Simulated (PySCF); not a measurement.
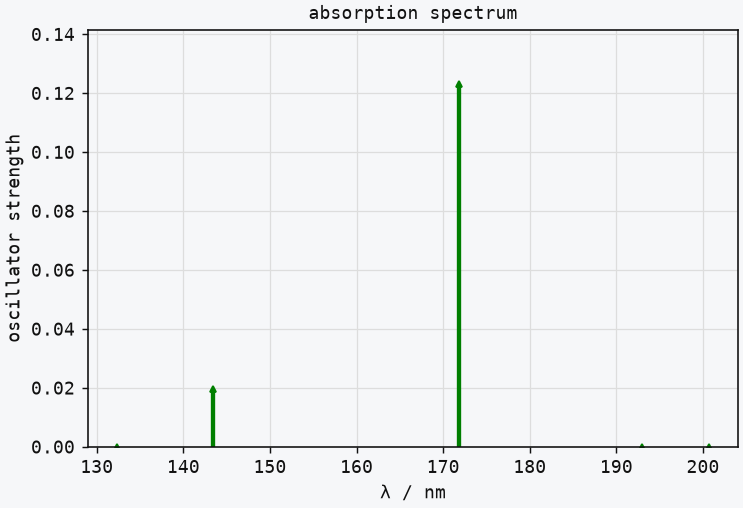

Computed absorption of C₂N₂ (isocyanogen), SMILES [C-]#[N+]C#N. Vertical TDDFT excitations, ωB97X-D/def2-SVPD, PySCF, at a GFN2-xTB geometry (no frequency check), gas phase. Only the first 8 singlet excitations are included. States within 0.01 eV of each other are merged, with their strengths summed. The highest state may be half of a pair whose partner wasn't computed.

Which of the computed transitions is the brightest, and what character does the calculation give it?

Answer. S4/S5 at 7.21 eV (172 nm), f = 0.123, mainly HOMO−2 → LUMO/LUMO+1.

Where is the lowest singlet, and is it bright?

Answer. S1 lies at 6.18 eV (201 nm) with f = 0.000, mixed, the largest part being HOMO−1 → LUMO (41 %); it is dark or nearly so.

Does any vertical transition fall in the visible?

Answer. No singlet lies below 3.1 eV (beyond 400 nm), so at this level no vertical transition falls in the visible.

Note: the tight-binding geometry is rougher than a DFT one and adds to the error; core orbitals are frozen in the response.
